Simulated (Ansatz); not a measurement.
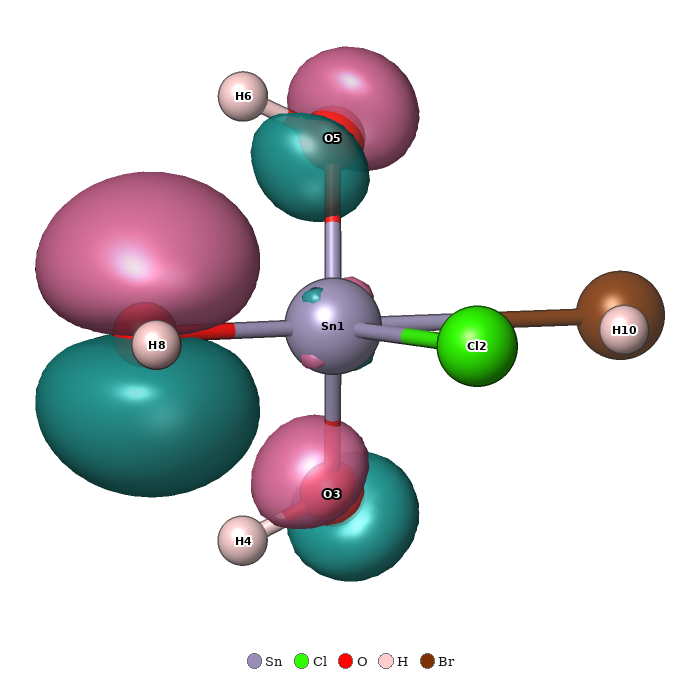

Figure. BrClH$_{4}$O$_{3}$Sn. The HOMO at ±0.1 Å⁻³ᐟ² (teal and pink are the two phases), seen at a tilt.

Core potentials replace the inner electrons of Sn.

These are results of RKS LDA/def2-SVP (Ansatz 0.2.0), not measurements.

```xyz
10

Sn    0.0803    0.1153    0.0980
Cl   -0.1215   -0.2059    2.4678
O     1.8840   -0.2036   -0.6124
H     1.8350   -1.0902   -1.0350
O    -1.0103    1.5861   -0.6137
H    -1.7814    1.1467   -1.0365
O    -0.9046   -1.4783   -0.5414
H    -1.2183   -1.9878    0.2339
Br    1.5205    2.4416    1.2034
H     0.9907    1.5967    2.2891
```

Question: Describe this orbital and give its energy.

Answer: By Hirshfeld shares it lies mainly on O7 (about 75 %), O3 (about 5 %) and O5 (about 5 %); largely a lone pair of O7. Its energy is −7.10 eV.
